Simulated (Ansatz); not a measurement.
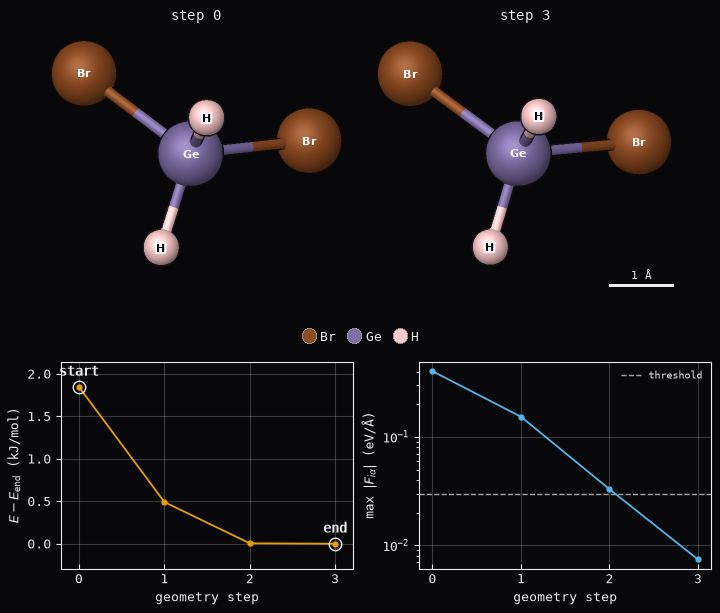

First and last geometry of a relaxation of GeH$_{2}$Br$_{2}$ (coarse preliminary run), with the history of the run. The picture is a ball-and-stick view, seen from a free direction.

The start comes from a force field.

All numbers below come from RKS PBE-D4/def2-SVP (Ansatz).

Input
```yaml
crystal:
  periodic: [false, false, false]
  atoms:
    - {symbol: Br, position_ang: [-0.815200, 0.405300, 2.015200]}
    - {symbol: Ge, position_ang: [-0.109200, 0.007600, -0.154000]}
    - {symbol: Br, position_ang: [2.083700, -0.677000, -0.082900]}
    - {symbol: H, position_ang: [-0.141400, 1.307100, -1.015400]}
    - {symbol: H, position_ang: [-0.968100, -1.116600, -0.804200]}
basis:
  gaussian: {orbitals: def2-SVP}
hamiltonian: {xc: pbe, dispersion: d4}
relax: {f_tol: 0.03, max_steps: 200}
```

Q: What do the curves and the structures tell?

A: It converged. H4 moves most after the best rigid fit: 0.057 Å. By element the largest moves are H 0.057 Å, Br 0.053 Å, Ge 0.024 Å. Some distances before and after: Ge2–Br3 2.298 → 2.320 Å, Ge2–H4 1.559 → 1.546 Å, Br1–Ge2 2.316 → 2.320 Å. Bond angles that change, for instance: H4–Ge2–H5 111.1° → 114.8°, Br1–Ge2–H4 111.6° → 108.0°, Br1–Ge2–H5 110.3° → 108.0°. The energy falls by 1.85 kJ/mol in 3 geometry steps. Largest force component: 0.4 eV/Å at the start, 0.0074 eV/Å at the end. The run took roughly 12 core-seconds on a shared host.
